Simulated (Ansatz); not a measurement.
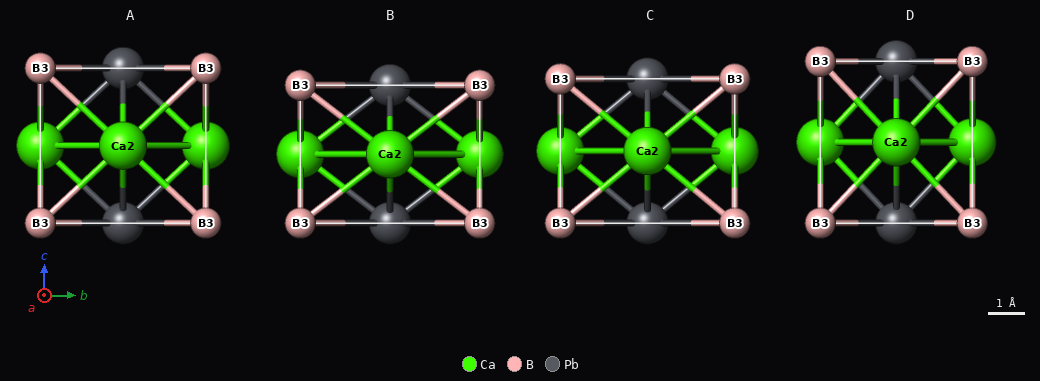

4 geometries from one relaxation of crystalline Ca$_{2}$BPb (a generated structure, set up in P4/mmm) (coarse preliminary run), in shuffled order. Style: ball-and-stick. Shown: the cell of the calculation, along the a axis.

The calculation used Ansatz 0.2.0, DFT PBE, scalar-relativistic, plane waves, PAW. Settings: plane-wave cutoff 420 eV; k-point mesh 4 × 4 × 4; occupations gaussian; smearing width 0.1 eV; no spin polarisation; cell and atoms relaxed; force threshold 0.04 eV/Å; at most 70 steps.

### Put them in the order of the run, from the start to the converged end.

D, A, C, B. They are steps 0, 2, 4, 9, at +166 meV per atom, +74.0 meV per atom, +22.0 meV per atom relative to the last. The atoms keep their places relative to the cell (all moves are under 0.005 Å). The drawn cell changes as follows: a = b 4.264 → 5.031 Å (+18.0 %), c 4.535 → 3.866 Å (−14.8 %); the volume changes by +18.7 %. Some distances before and after: B–Pb 3.015 → 3.557 Å, Ca–Ca 3.015 → 3.557 Å, B–Ca 3.112 → 3.172 Å, Ca–Pb 3.112 → 3.172 Å. The space group stays P4/mmm (No. 123). After 7 accepted moves (9 points after the start) the energy has fallen by 166 meV per atom. All forces vanish by symmetry, so only the cell relaxes. Pressure: 5.81 GPa at the start and 0.08 GPa at the end. At 2 points the geometry stayed and the basis and grid were re-selected for the new cell (energy shift of 6.8 meV per atom at most each time). The run took 23 s on 1 thread of Arm Neoverse V2, with other jobs on the host, peak memory 0.37 GiB.
